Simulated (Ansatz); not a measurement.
# GaH6N (SMILES [NH3+][GaH3-]) at CCSD(T)/def2-TZVP (density fitting with cc-pVTZ-jkfit, cc-pVTZ-rifit for correlation)

What is the vertical electron affinity of GaH6N at CCSD(T)/def2-TZVP (density fitting with cc-pVTZ-jkfit, cc-pVTZ-rifit for correlation)? 

The calculation is run with Ansatz 0.2.0.

## 1. The system as given

GaH6N: 8 atoms, total charge 0, spin state singlet. SMILES: `[NH3+][GaH3-]`. The shape is that of a PBE0-D4/def2-TZVP optimisation.

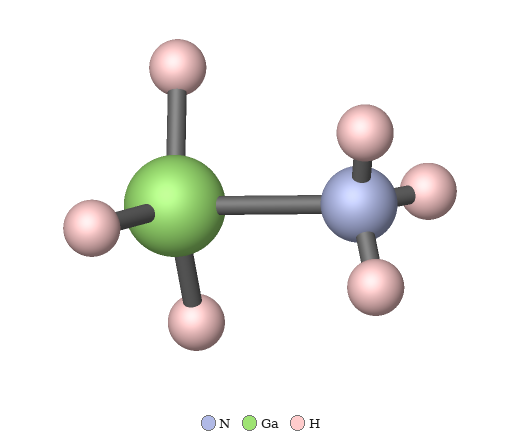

Viewed from a chosen angle; nitrogen light blue, gallium green, hydrogen pink.

## 2. The energy at CCSD(T)/def2-TZVP (density fitting with cc-pVTZ-jkfit, cc-pVTZ-rifit for correlation)

run.yaml reads:

```yaml
crystal:
  periodic: [false, false, false]
  atoms:
    - {symbol: N, position_ang: [-0.313300, -0.153600, -0.970200]}
    - {symbol: Ga, position_ang: [0.367200, 0.153200, 1.047500]}
    - {symbol: H, position_ang: [-0.334500, 0.723200, -1.478000]}
    - {symbol: H, position_ang: [-1.247400, -0.546600, -0.977000]}
    - {symbol: H, position_ang: [0.302300, -0.790400, -1.462500]}
    - {symbol: H, position_ang: [-0.755200, 1.164500, 1.515600]}
    - {symbol: H, position_ang: [1.800200, 0.736200, 0.718800]}
    - {symbol: H, position_ang: [0.273000, -1.343500, 1.550100]}
basis:
  gaussian:
    orbitals: def2-TZVP
    fitting: {mean_field: cc-pVTZ-jkfit, correlation: cc-pVTZ-rifit}
correlation: {method: ccsd_t}
```

On the command line:

```console
$ ansatz run run.yaml --threads 1 --pin off --max-ram 2610MiB --events-out events.jsonl --progress --plain --runs-dir runs
```

The program printed:

```text
Warning: RAYON_NUM_THREADS=1 ignored (pool sized by the plan → 1); use --threads N
Functional definition: HF
  name "HF"
  exchange = exact_x
  correlation = 0
466 factors; integrals over basis functions are off by at most 4.6e-1 eV
427 factors; integrals over basis functions are off by at most 1.4e2 eV
mean field evaluation 1: about -53909.8684 eV, gradient 2.7e1 eV
mean field evaluation 2: about -53911.2230 eV, gradient 1.3e1 eV
mean field evaluation 4: about -53911.5400 eV, gradient 6.7e-1 eV
mean field evaluation 8: about -53909.8684 eV, gradient 2.7e1 eV
mean field -53911.54062664 eV, -1981.2125754741 hartree, gradient 1.7e-6 eV, S^2 0.000000; 0 other end points of the search recorded, 0 dependent functions left out
10 core orbitals not correlated: weight in the atoms' cores, before any rotation towards them, 1.000 or more for the frozen orbitals, at most 0.000 for the correlated occupied ones
reference -53911.54062664 eV, -1981.2125754741 hartree; 12, 12 occupied and 93, 93 virtual orbitals, 427 factors
second order -12.73034767 eV of doubles, -0.00000000 eV of singles
cycle   1  -12.90123081 eV  change   -1.7e-1 eV  update   9.2e-2
cycle   2  -13.36903788 eV  change   -4.7e-1 eV  update   2.8e-2
cycle   3  -13.44085107 eV  change   -7.2e-2 eV  update   1.3e-2
cycle   4  -13.43558707 eV  change    5.3e-3 eV  update   2.9e-3
cycle   5  -13.43538120 eV  change    2.1e-4 eV  update   9.9e-4
cycle   6  -13.43520002 eV  change    1.8e-4 eV  update   2.3e-4
cycle   7  -13.43512124 eV  change    7.9e-5 eV  update   7.3e-5
cycle   8  -13.43511616 eV  change    5.1e-6 eV  update   1.9e-5
perturbative correction -0.43933764 eV, -0.0161453605 hartree
Total energy: -53925.41508044 eV, -1981.7224522470 hartree
```

Run time: 21 s. Hardware: 1 thread of Arm Neoverse N1, shared host; peak memory 0.4 GiB.

## 3. The doublet anion, same level

run.yaml, as its differences from that of step 2:

```diff
@@ -15,2 +15,4 @@
     fitting: {mean_field: cc-pVTZ-jkfit, correlation: cc-pVTZ-rifit}
+total_charge: -1
+magnetization: {spin_polarized: true, initial_magnetization: 1}
 correlation: {method: ccsd_t}
```

On the command line:

```console
$ ansatz run run.yaml --threads 1 --pin off --max-ram 2610MiB --events-out events.jsonl --progress --plain --runs-dir runs
```

The program printed, shortened:

```text
Warning: RAYON_NUM_THREADS=1 ignored (pool sized by the plan → 1); use --threads N
Functional definition: HF
  name "HF"
[...]
466 factors; integrals over basis functions are off by at most 4.6e-1 eV
427 factors; integrals over basis functions are off by at most 1.4e2 eV
[...]
mean field -53909.41026682 eV, -1981.1342861949 hartree, gradient 1.9e-6 eV, S^2 0.753620; 3 other end points of the search recorded, 0 dependent functions left out
determinant -53909.41026682 eV, -1981.1342861949 hartree, with singles and doubles -53923.49396297 eV, -1981.6518524822 hartree
determinant -53907.47555932 eV, -1981.0631870056 hartree, with singles and doubles -53921.47325695 eV, -1981.5775929056 hartree
determinant -53907.42122042 eV, -1981.0611900880 hartree, with singles and doubles -53921.34096175 eV, -1981.5727311465 hartree
determinant -53907.42120337 eV, -1981.0611894616 hartree, with singles and doubles -53921.34100330 eV, -1981.5727326735 hartree
10 core orbitals not correlated: weight in the atoms' cores, before any rotation towards them, 1.000 or more for the frozen orbitals, at most 0.000 for the correlated occupied ones
reference -53909.41026682 eV, -1981.1342861949 hartree; 13, 12 occupied and 92, 93 virtual orbitals, 427 factors
second order -13.36009804 eV of doubles, -0.00000000 eV of singles
cycle   1  -13.99335843 eV  change   -7.5e-1 eV  update   2.2e-2
[...]
cycle   9  -14.02331404 eV  change    4.4e-6 eV  update   9.7e-6
perturbative correction -0.51615139 eV, -0.0189682139 hartree
Total energy: -53923.94973226 eV, -1981.6686016946 hartree
```

It took 2.2 min on 1 thread of Arm Neoverse N1, shared host; peak memory 1 GiB.

## 4. What came out

At CCSD(T)/def2-TZVP (density fitting with cc-pVTZ-jkfit, cc-pVTZ-rifit for correlation), 10 core orbitals frozen:

| quantity | value |
| --- | --- |
| singlet GaH6N: total energy | -1981.72245 Eh |
| singlet GaH6N: correlation energy (10 core orbitals frozen) | -509.9 mEh |
| singlet GaH6N: (T) correction | -16.15 mEh |
| singlet GaH6N: T1 diagnostic | 0.012 |
| doublet anion: total energy | -1981.66860 Eh |
| doublet anion: correlation energy (10 core orbitals frozen) | -534.3 mEh |
| doublet anion: (T) correction | -18.97 mEh |
| doublet anion: ⟨S²⟩ | 0.754 |
| doublet anion: T1 diagnostic | 0.017 |
| vertical electron affinity (to the doublet anion) | -1.465 eV |

The anion lies 1.47 eV (34 kcal/mol) above the neutral: the electron isn't bound at this level, and such a value depends on the basis. Without diffuse functions anions come out too high. The triples (singlet GaH6N) make up 3.2 % of the correlation energy. The triples (doublet anion) make up 3.6 % of the correlation energy.
